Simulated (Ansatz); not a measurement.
# GeNH₇ (built from SMILES N.[GeH4]): a reaction path by the nudged elastic band

Aim: the minimum-energy path between two given structures and its highest point. Both ends were relaxed at PBE0-D4 in triple zeta.

Program: Ansatz 0.2.0, Gaussian basis. Level of theory: PBE0-D4/def2-SVP. These are calculated values, not measurements.

22 further runs of the same task are left out: 22 set aside as unsound or not needed.

## 1. The starting structure

The first end: 9 atoms, charge 0, spin multiplicity 1.

Atoms are counted from 1 here; the program's logs count them from 0.

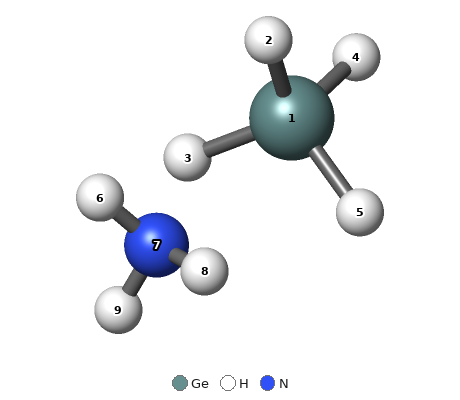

As it starts; germanium teal, hydrogen white, nitrogen blue; atoms are numbered from 1 in the order of the file.

Coordinates:

```xyz
9
GeH7N
Ge   -1.1858   -0.9988    0.0819
H    -0.3121   -1.1904    1.3264
H    -0.3948   -1.3094   -1.1934
H    -2.3651   -1.9927    0.1672
H    -1.7637    0.4198    0.0338
H     2.1472    0.6768    0.2611
N     1.2910    1.0876   -0.0908
H     1.1129    1.9215    0.4554
H     1.4706    1.3855   -1.0418
```

The second end:

```xyz
9
GeH7N
Ge   -1.1444    0.0250   -0.4842
H     2.1709   -1.7218    1.4665
H    -0.8463   -1.1706   -1.4004
H    -1.7762   -0.4347    0.8376
H    -2.1270    0.9789   -1.2038
H     1.8333   -1.1399    1.1356
N     0.4792    0.7921   -0.0611
H     0.4047    1.5724    0.5779
H     1.0058    1.0983   -0.8683
```

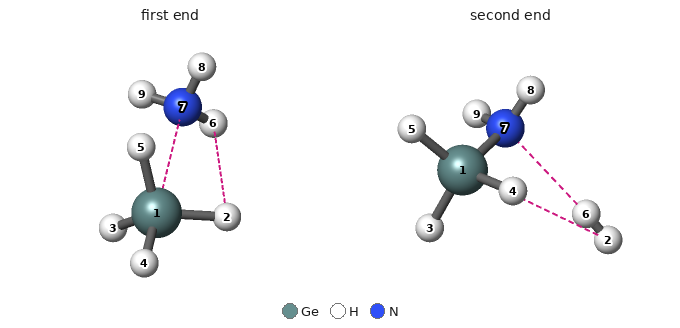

The two ends; dashed lines mark the contacts followed along the path.

## 2. The band at PBE0-D4/def2-SVP

neb/in.yaml

```yaml
crystal:
  periodic: [false, false, false]
  atoms:
    - {symbol: Ge, position_ang: [-1.185772, -0.998815, 0.081923]}
    - {symbol: H, position_ang: [-0.312149, -1.190393, 1.326441]}
    - {symbol: H, position_ang: [-0.394820, -1.309369, -1.193440]}
    - {symbol: H, position_ang: [-2.365098, -1.992654, 0.167219]}
    - {symbol: H, position_ang: [-1.763692, 0.419750, 0.033801]}
    - {symbol: H, position_ang: [2.147215, 0.676820, 0.261132]}
    - {symbol: N, position_ang: [1.290996, 1.087559, -0.090765]}
    - {symbol: H, position_ang: [1.112858, 1.921542, 0.455407]}
    - {symbol: H, position_ang: [1.470562, 1.385459, -1.041817]}
basis:
  gaussian: {orbitals: def2-SVP}
hamiltonian: {xc: pbe0, dispersion: d4}
neb:
  images: 5
  climbing: true
  max_iterations: 40
  initial_path: idpp
  final_atoms:
    - {symbol: Ge, position_ang: [-1.144386, 0.025035, -0.484157]}
    - {symbol: H, position_ang: [2.170901, -1.721777, 1.466536]}
    - {symbol: H, position_ang: [-0.846277, -1.170551, -1.400447]}
    - {symbol: H, position_ang: [-1.776247, -0.434709, 0.837627]}
    - {symbol: H, position_ang: [-2.126953, 0.978899, -1.203754]}
    - {symbol: H, position_ang: [1.833342, -1.139884, 1.135625]}
    - {symbol: N, position_ang: [0.479178, 0.792144, -0.061070]}
    - {symbol: H, position_ang: [0.404716, 1.572448, 0.577884]}
    - {symbol: H, position_ang: [1.005827, 1.098295, -0.868344]}
```

Launch:

```
> ansatz run in.yaml --threads 2 --pin off --events-out ev --progress --plain --max-ram 4352MiB
```

Log, shortened:

```text
Functional definition: PBE0
  name "PBE0"
  cite "Adamo & Barone, J. Chem. Phys. 110, 6158 (1999) doi:10.1063/1.478522"
  cite "Perdew, Burke & Ernzerhof, Phys. Rev. Lett. 77, 3865 (1996) doi:10.1103/PhysRevLett.77.3865"
  parent pbe
[...]
888 factors; integrals over basis functions are off by at most 4.4e-4 eV
[...]
mean field -58104.51998025 eV, -2135.3017246160 hartree, gradient 1.2e-5 eV, S^2 0.000000; 0 other end points of the search recorded, 0 dependent functions left out
[...]
reference -58104.52000876 eV, -2135.3017256637 hartree; 23, 23 occupied and 58, 58 virtual orbitals, 888 factors
[... from here to the last solve, the lines of the solves are left out (141 solves) ...]
WARN: NEB end point (image 0): max|allowed force component| = 3.116e-1 eV/Å (the criterion of neb.relax_end_points is 1.000e-2). That is over neb.f_tol: it is no minimum, so the barrier can be far off. Relax it first
WARN: NEB end point (image 6): max|allowed force component| = 4.982e-1 eV/Å (the criterion of neb.relax_end_points is 1.000e-2). That is over neb.f_tol: it is no minimum, so the barrier can be far off. Relax it first
NEB iter   1: max|band force component| = 4.581e0 eV/Å  barrier→ = 6.7006 eV  barrier← = 6.3026 eV  Δτ_max = 0.2000 Å  (173 SCF iters)
[...]
NEB iter   6: max|band force component| = 8.489e-1 eV/Å  barrier→ = 2.5377 eV  barrier← = 2.1397 eV  Δτ_max = 0.1969 Å  (126 SCF iters)
[...]
NEB iter  11: max|band force component| = 4.598e-1 eV/Å  barrier→ = 2.1576 eV  barrier← = 1.7595 eV  CI = image 3  Δτ_max = 0.0995 Å  (116 SCF iters)
[...]
NEB iter  16: max|band force component| = 1.294e-1 eV/Å  barrier→ = 2.1422 eV  barrier← = 1.7442 eV  CI = image 3  Δτ_max = 0.0316 Å  (110 SCF iters)
[...]
NEB iter  19: max|band force component| = 5.615e-2 eV/Å  barrier→ = 2.1420 eV  barrier← = 1.7440 eV  CI = image 3  Δτ_max = 0.0160 Å  (99 SCF iters)
[...]
NEB iter  20: max|band force component| = 3.845e-2 eV/Å  barrier→ = 2.1418 eV  barrier← = 1.7438 eV  CI = image 3  CI's point: of a kind that is not told: the force calls were inconclusive, a negative curvature could not be distinguished from the path's own, the only one lies far off the [...]
Total energy: -58102.45966364 eV, -2135.2260093771 hartree
Atom 0 at    -0.717328    -0.420896    -0.379309 Å, force     0.025410    -0.006347    -0.017339 eV/Å
Atom 1 at     0.792984    -1.387353     0.608591 Å, force    -0.014535     0.015231     0.010192 eV/Å
Atom 2 at    -0.285715    -1.269961    -1.579977 Å, force    -0.007647    -0.003189    -0.014205 eV/Å
Atom 3 at    -1.639476    -1.040813     0.676177 Å, force    -0.005787    -0.008156     0.017220 eV/Å
Atom 4 at    -1.565312     0.750642    -1.003618 Å, force    -0.006823     0.005137    -0.003400 eV/Å
Atom 5 at     1.102572    -0.249376     0.662537 Å, force     0.019228    -0.017927    -0.016436 eV/Å
Atom 6 at     0.697564     0.817594     0.324050 Å, force    -0.015276     0.015337     0.038653 eV/Å
Atom 7 at     0.393690     1.451176     1.067527 Å, force     0.001119     0.004188    -0.013680 eV/Å
Atom 8 at     1.221120     1.348886    -0.376076 Å, force     0.004312    -0.004272    -0.001005 eV/Å
Dipole moment:     0.101038     0.647620    -0.000906 e Å
```

Run time: 3 min. Hardware: 2 threads of Arm Neoverse V1, shared host.

The last band:

```csv
image,path (Å),energy (kcal/mol),Ge1–N7 (Å),H2–H6 (Å),Ge1–H2 (Å),H6–N7 (Å)
0,0.00,0.0,3.24,3.27,1.53,1.01
1,1.18,1.8,3.06,2.44,1.54,1.02
2,2.37,18.1,2.58,1.84,1.57,1.02
3,3.55,49.4,2.01,1.18,2.05,1.19
4,4.45,16.0,1.86,0.78,2.68,1.92
5,5.35,9.4,1.84,0.77,3.53,2.43
6,6.25,9.2,1.84,0.75,4.22,2.65
```

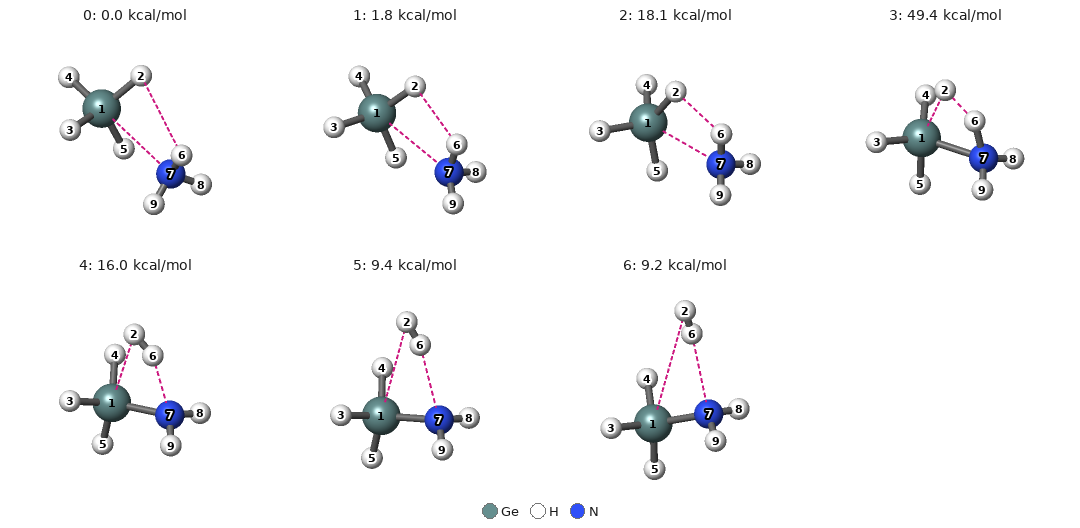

The images of the last band.

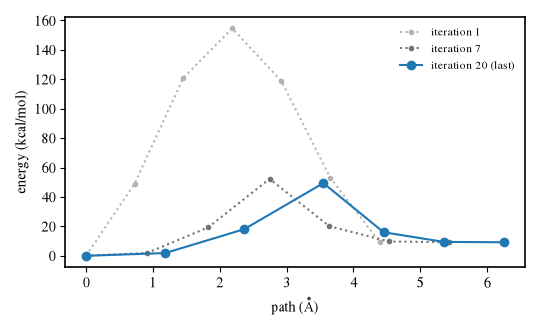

Energy along the path.

The highest image, 3:

```xyz
9
charge 0, multiplicity 1
Ge   -0.7173   -0.4209   -0.3793
H     0.7930   -1.3874    0.6086
H    -0.2857   -1.2700   -1.5800
H    -1.6395   -1.0408    0.6762
H    -1.5653    0.7506   -1.0036
H     1.1026   -0.2494    0.6625
N     0.6976    0.8176    0.3241
H     0.3937    1.4512    1.0675
H     1.2211    1.3489   -0.3761
```

## 3. Results

| quantity | value |
| --- | --- |
| PBE0-D4/def2-SVP, 20 iterations | highest 49.4 kcal/mol (image 3), last end +9.2 kcal/mol |
| from earlier runs: barrier over the separately found saddle, CCSD(T)/def2-TZVPP | 55.2 kcal/mol |

The highest image lies 49.4 kcal/mol above the first end, and it climbed, so it estimates the saddle. The ends are not quite minima at this level (largest force component 0.50 eV/Å), so the heights are unreliable: relaxing the first end would lower it and raise the barrier above it. The highest image is 5.8 kcal/mol below the CCSD(T) barrier in triple zeta, which comes from separate runs on the saddle.
